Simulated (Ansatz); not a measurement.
## Electronic structure of C$_{3}$H$_{6}$InN (SMILES C=CC=[N][InH2]) in real space

Input

```
crystal:
  periodic: [false, false, false]
  atoms:
    - {symbol: C, position_ang: [-0.262192, -0.992006, 2.114891]}
    - {symbol: C, position_ang: [0.053873, -0.359593, 0.989081]}
    - {symbol: C, position_ang: [-0.799597, -0.391539, -0.204141]}
    - {symbol: N, position_ang: [-0.587027, 0.169323, -1.305821]}
    - {symbol: In, position_ang: [0.777999, 1.345393, -2.238106]}
    - {symbol: H, position_ang: [0.375279, -0.961768, 2.990081]}
    - {symbol: H, position_ang: [-1.181014, -1.565260, 2.191334]}
    - {symbol: H, position_ang: [0.974272, 0.216365, 0.907992]}
    - {symbol: H, position_ang: [-1.719999, -0.988398, -0.068291]}
    - {symbol: H, position_ang: [0.438663, 3.023916, -2.190455]}
    - {symbol: H, position_ang: [1.929754, 0.503566, -3.186554]}
basis:
  gaussian: {orbitals: def2-TZVPP}
hamiltonian: {xc: pbe0, dispersion: d4}
output: {orbitals: {seedname: orbitals}}
```

Command:

```sh
ansatz run in.yaml --threads 4 --pin off --events-out ev --progress --plain --max-ram 10444MiB
```

Geometry: PBE0-D4/def2-TZVP; core potentials replace the inner electrons of In.

Level of theory: RKS PBE0-D4/def2-TZVPP in Ansatz.

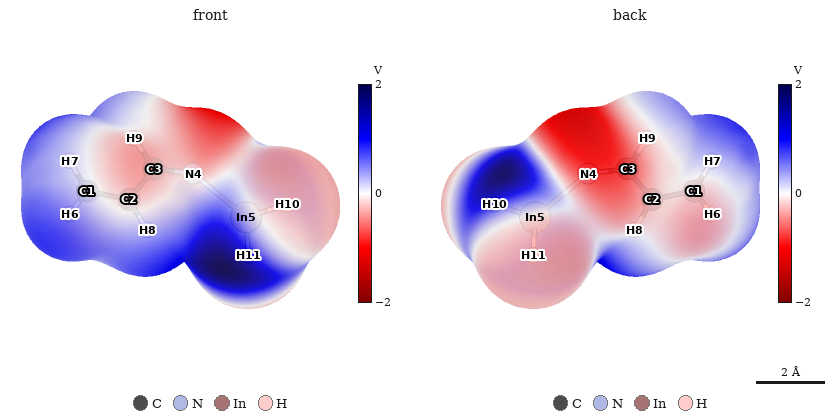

Figure 1. The molecular electrostatic potential painted on the density surface at 0.001 e/bohr³, seen from the front and from behind; the colour scale runs from red (negative) to blue (positive).

### Describe the electrostatic potential map.

The most negative region (about −1.2 V) lies over N4, the most positive (about +1.9 V) over In5. N4 is the likeliest acceptor of a hydrogen bond.

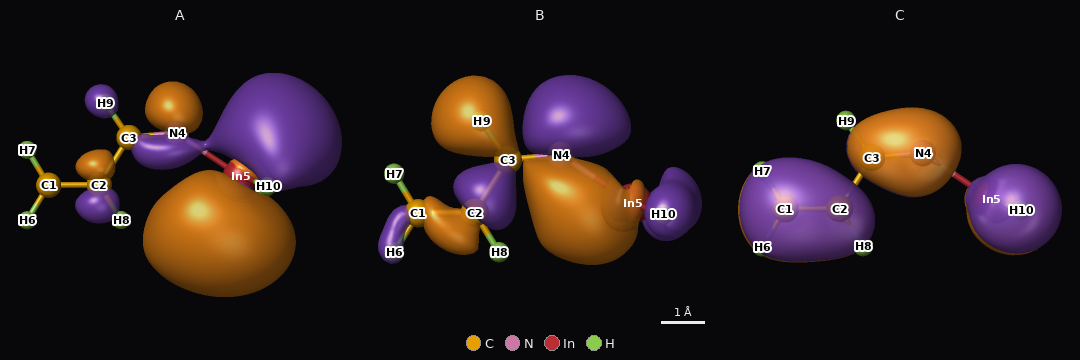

Figure 2. Three frontier orbitals at ±0.06 Å⁻³ᐟ² (orange and purple are the two phases), in no order.

### Which picture is the HOMO−1, the HOMO and the LUMO?

C is the HOMO−1 (−7.56 eV). It lies mainly on C1 (about 25 %), N4 (about 20 %), C2 (about 20 %), C3 (about 10 %) and In5 (about 10 %). B is the HOMO (−6.33 eV). By Hirshfeld shares it lies mainly on N4 (about 55 %), In5 (about 15 %), C3 (about 10 %), H9 (about 5 %) and C2 (about 5 %). A is the LUMO (−1.44 eV). By Hirshfeld shares it lies mainly on In5 (about 75 %) and N4 (about 5 %).

### What is the HOMO–LUMO gap?

4.89 eV between the orbital energies.

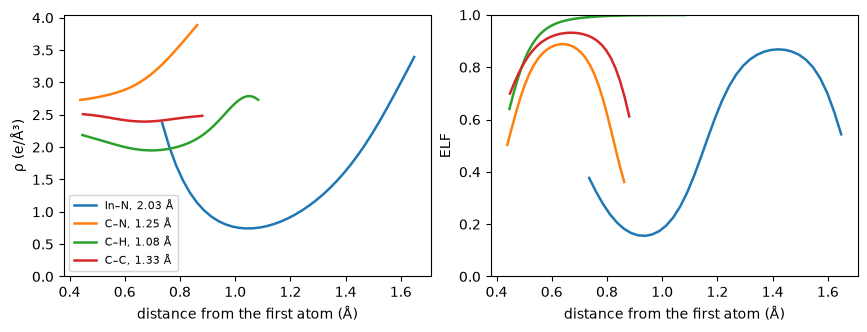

Figure 3. Electron density and ELF along straight lines between neighbouring atoms. The curves leave out the atomic cores.

### Compare the contacts.

In–N (2.03 Å): ρ at the midpoint is about 0.75 e/Å³; the ELF peaks at about 0.85 in the valence shell of N, 0.6 Å from its nucleus, and drops to about 0.15 between the two atoms.
C–N (1.25 Å): ρ is about 2.9 e/Å³ halfway; the ELF peaks at about 0.90 between the atoms: a short, multiple covalent bond.
C–H (1.08 Å): the density is about 2.1 e/Å³ at the midpoint; the ELF climbs to about 1 towards the hydrogen, as it does in any bond to H: an ordinary covalent bond to hydrogen.
C–C (1.33 Å): ρ at the midpoint is about 2.4 e/Å³; the ELF peaks at about 0.95 between the atoms: a multiple bond.
